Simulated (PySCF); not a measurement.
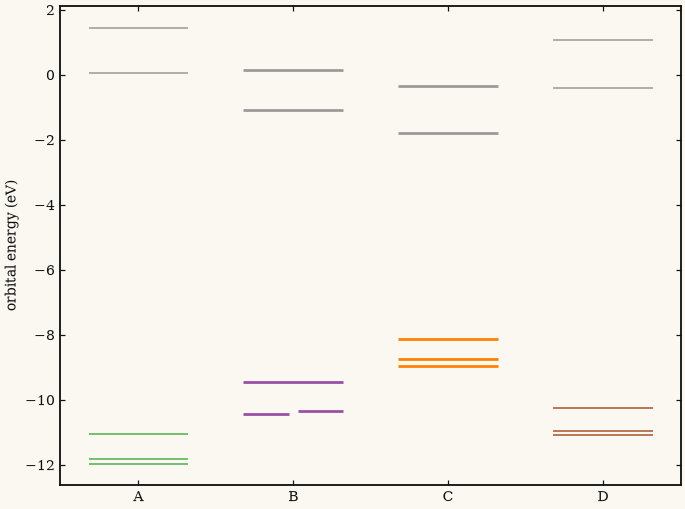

Frontier orbital energies of C₄H₄FNSi, SMILES N#CC1=C[C@H](F)[SiH2]1 at one geometry, PySCF, at a PBE0-D3(BJ)/def2-SVP geometry (no frequency check). Empty levels are grey, levels within 0.1 eV stand side by side; all columns show the same few orbitals around the gap.

The columns come from BHandHLYP/def2-SVPD, LC-wPBE/def2-SVPD, PBE0/6-31G(d) and ωB97X-D/def2-SVPD. Which is which?

Answer. A: LC-wPBE/def2-SVPD (HOMO −11.06, LUMO 0.07, separation 11.12 eV)
B: BHandHLYP/def2-SVPD (HOMO −9.45, LUMO −1.09, separation 8.35 eV)
C: PBE0/6-31G(d) (HOMO −8.14, LUMO −1.81, separation 6.34 eV)
D: ωB97X-D/def2-SVPD (HOMO −10.25, LUMO −0.41, separation 9.84 eV)

Caveats, for all or some of the runs: empty levels above zero depend strongly on the basis.
